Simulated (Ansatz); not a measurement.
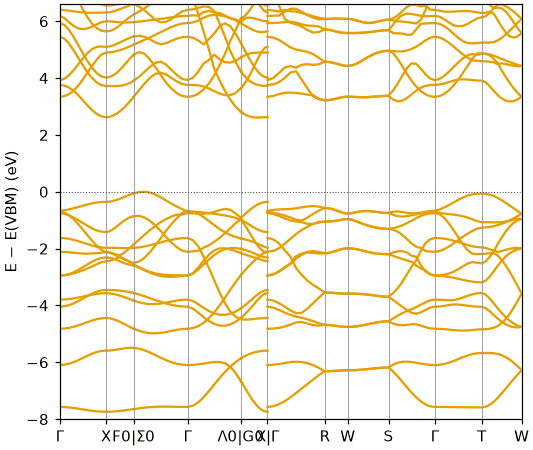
Figure: Band structure from PBE+D3(BJ) in the plane-wave PAW code Ansatz

Problem. Read off the gap and where the band edges lie.

Solution. About 2.6 eV (2.61 eV by a search for the band edges); maximum on the Σ0–Γ line, 18 % of the way from Σ0, minimum on the G0–X line, 62 % of the way from G0.

The material is SiS2 in space group Ibam (No. 72; S on 8j, Si on 4a).

Symmetry was held in the PBE+D3(BJ) relaxation.

Potentials: the later of the program's two PAW sets.
